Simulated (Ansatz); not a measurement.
C2HSi (doublet)

The calculation's input:

```
crystal:
  periodic: [false, false, false]
  atoms:
    - { symbol: C, position_ang: [-0.16492, -0.42802, 1.30926] }
    - { symbol: C, position_ang: [1.11669, -0.33756, 0.77578] }
    - { symbol: Si, position_ang: [-0.16039, 0.15742, -0.43652] }
    - { symbol: H, position_ang: [-0.79138, 0.60817, -1.64851] }
magnetization:
  spin_polarized: true
  initial_magnetization: 1
basis:
  gaussian: { orbitals: def2-SVP }
hamiltonian:
  xc: b3lyp
relax:
  f_tol: 0.02
  max_steps: 50
output:
  orbitals: {}
```

Run with:

```sh
ansatz run input.yaml --threads 1 --pin off --max-ram 2048MiB --backend cpu --events-out ev --progress --plain --runs-dir out
```

The fields are those of the relaxed geometry.

All numbers below come from UKS B3LYP/def2-SVP in Ansatz.

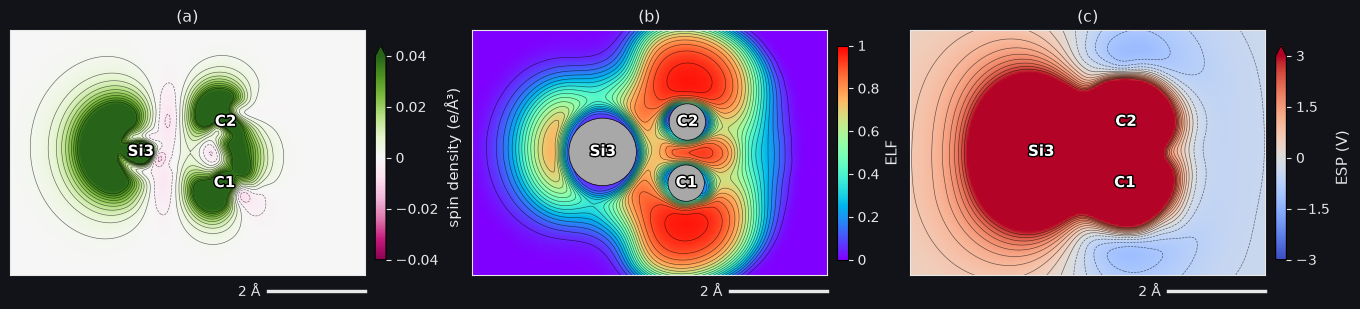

Figure 1. (a) spin density (α minus β); (b) electron localisation function; (c) molecular electrostatic potential on the plane of atoms C2, C1 and Si3. Grey discs cover the atomic cores in the ELF map.

**What do the fields say about this system?**

The section cuts through C and Si sites.
C–C (1.27 Å): the ELF peaks at about 0.90 between the atoms: a short, multiple covalent bond.
C–Si (1.85 Å): the ELF peaks at about 0.75 between the atoms.
The ELF also peaks beside C1 and C2, away from the bonds: non-bonding electrons, paired or unpaired.
The unpaired spin (1 electron) lies mostly on Si3 (about 0.6), H4 (about 0.1), C2 (about 0.1) and C1 (about 0.1), in electrons by Hirshfeld's partition.
Outside the dense part of the molecule the potential is most negative (−1.2 V) near C2.

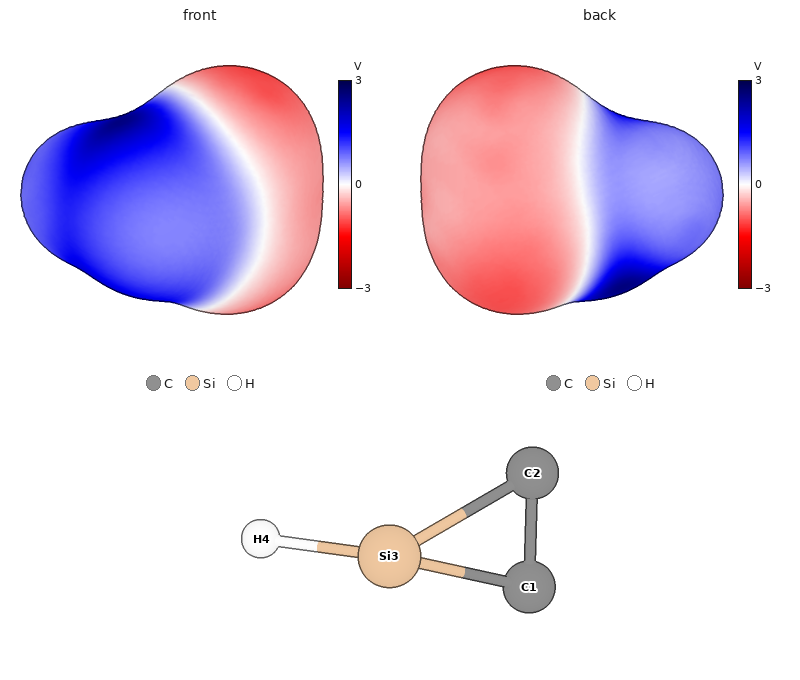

Figure 2. The electrostatic potential painted on the density surface at 0.002 e/bohr³, seen from the front and from behind; red is negative and blue positive. The bare structure is drawn below in the same view.

**Describe the electrostatic potential map.**

The most negative region (about −1.1 V) lies over C1 and C2, the most positive (about +2.5 V) over Si3.

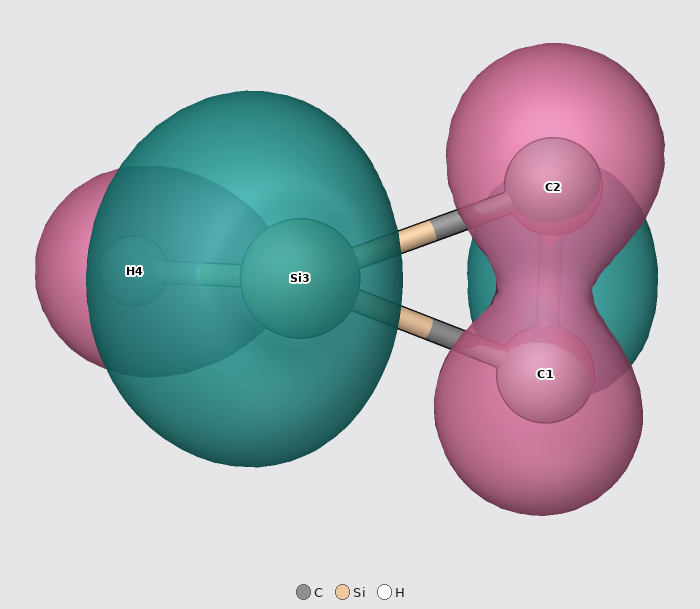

Figure 3. One frontier orbital at ±0.15 Å⁻³ᐟ² (teal and pink are the two phases), seen across its widest extent.

**Which orbital is it: HOMO (α) or LUMO (α)?**

The HOMO (α), at −6.79 eV. It lies mainly on Si3 (about 55 %), C2 (about 20 %), C1 (about 15 %) and H4 (about 10 %).
